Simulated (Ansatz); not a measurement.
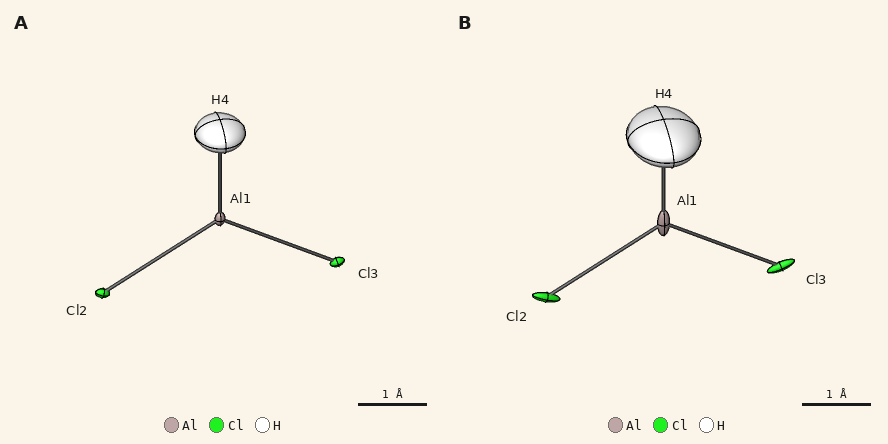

Displacement ellipsoids at the 50 % level, scaled by 1.5, from the internal vibrations of the free molecule (harmonic, no overall translation or rotation; no half-axis is drawn under 0.075 Å). Vibrations computed with RKS PBE0-D4/def2-TZVP (Ansatz 0.2.0). One panel is for 200 K, the other for 900 K.

Question: Which panel is for 900 K?

Answer: B.

Question: How much does the mean-square displacement of Cl3 grow, and why?

Answer: U_eq goes from 0.00084 to 0.0032 Å², a factor of 3.8. Modes below kT (626 cm⁻¹ at 900 K) grow about in proportion to T, and the lowest lies at 160 cm⁻¹; the mean-square amplitude of a mode is its zero-point value times coth(ħω/2kT), which comes close to 1 only above about 3kT.
